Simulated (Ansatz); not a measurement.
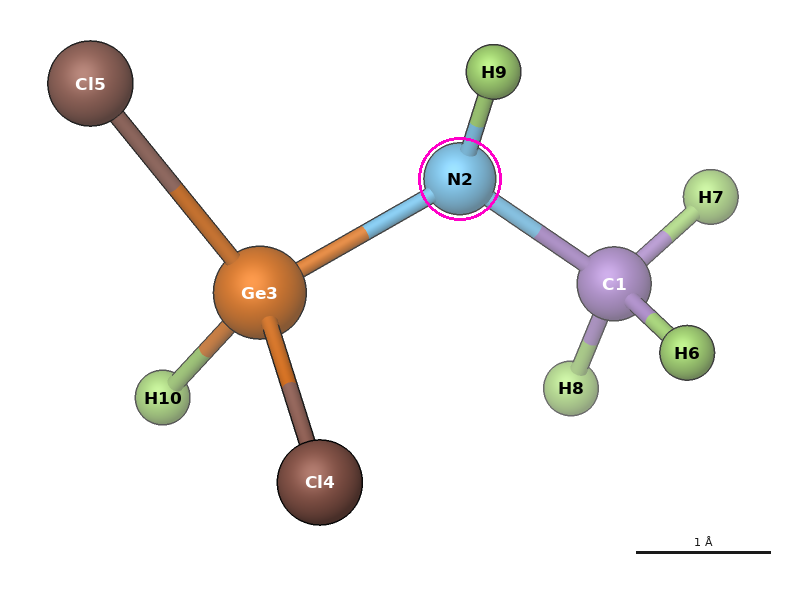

Orthographic view. Distant atoms are faded towards the background colour. The geometry was computed by an optimisation with PBE-D4/def2-SVP. No frequency run is at hand to confirm it as a minimum.

> Which atoms are bonded to the circled atom?

The circled atom is N2; it is bonded to C1, Ge3, H9.

> Which two atoms are farthest apart in space?

Cl5 and H7, 5.28 Å.

> Which atom is nearest the viewer?

Cl4, 2.0 Å in front of the mean position.

> Of Ge3 and H10, which is nearer the viewer?

Ge3; the bond to H10 points away from the viewer, so it looks shorter than its 1.54 Å.
